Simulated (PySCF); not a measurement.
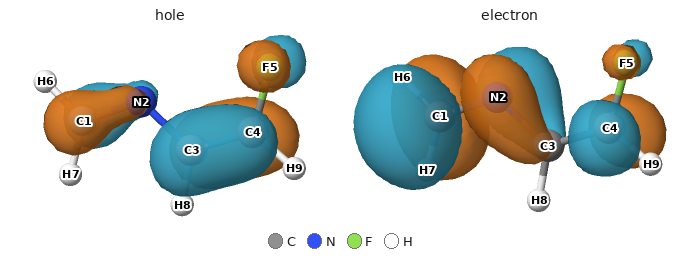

Figure 1: C3H4FN, SMILES `C=N/C=C\F`. Leading natural transition orbital pair of S₂ (full linear response singlet states); the surfaces enclose about 70 % of each orbital's density.

Method: B3LYP/6-311+G**; geometry: GFN2-xTB; program: PySCF. No frequency check shows the geometry to be a minimum.

Give its energy, strength and character.

5.46 eV (227 nm), f = 0.410 (bright), π → π*; the leading pair carries 98 %; hole on C3 and C4 (29 % each), C1 (14 %) and F5 (13 %), electron on C1 (37 %), N2 (24 %) and C4 (12 %); their centroids lie 1.5 Å apart. In canonical orbitals it is mainly HOMO → LUMO (92 %). The HOMO–LUMO gap is 5.48 eV.

The PySCF run took 3.9 min on 1 thread of Intel(R) Xeon(R) CPU @ 2.60GHz (Ice Lake), on a shared host, peak memory 0.76 GiB.
